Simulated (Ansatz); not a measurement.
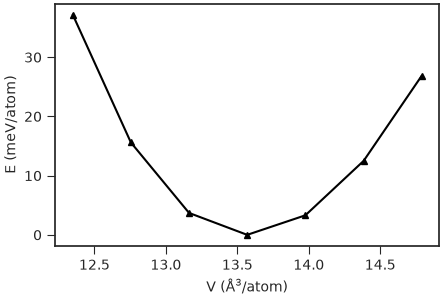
Figure. KY₃F₁₀ in space group Fm-3m (No. 225; K on 8c, Y on 24e, F on 32f, F on 48i) under volume change, PBEsol (plane waves, PAW; program Ansatz), shape and atoms relaxed at each volume.

**Question.** What does a third-order Birch–Murnaghan fit give for V₀, B₀ and B′?

**Answer.** V₀ = 13.57 Å³/atom, B₀ = 91.7 GPa, B′ = 4.4.

The workflow started from a Materials Project entry (that database holds measured and hypothetical structures alike); the Crystallography Open Database files this formula in space group No. 225, but the cells were not matched. Whether it is the stable phase at ambient conditions was not checked. The cell was relaxed with PBEsol under the symmetry of its start; whether a distortion lowers the energy is not shown. No spin polarisation was allowed.

Potentials: the later of the program's two PAW sets.
